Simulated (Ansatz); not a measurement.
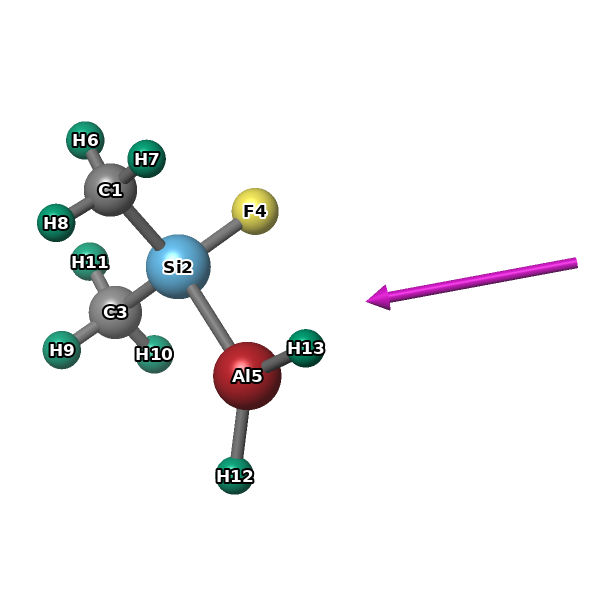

The arrow beside the molecule shows the direction of the dipole moment, from the negative to the positive end (its length means nothing). The computed geometry is a stationary point of PBE0-D4/def2-TZVP, a saddle point of order 1. Method: RKS PBE0-D4/def2-TZVP (Ansatz 0.2.0).

Q: Estimate the dipole moment.

A: 1.75 D; it points from the side of F4, H13 to the side of H8, H9 (the outermost atoms at the two ends).
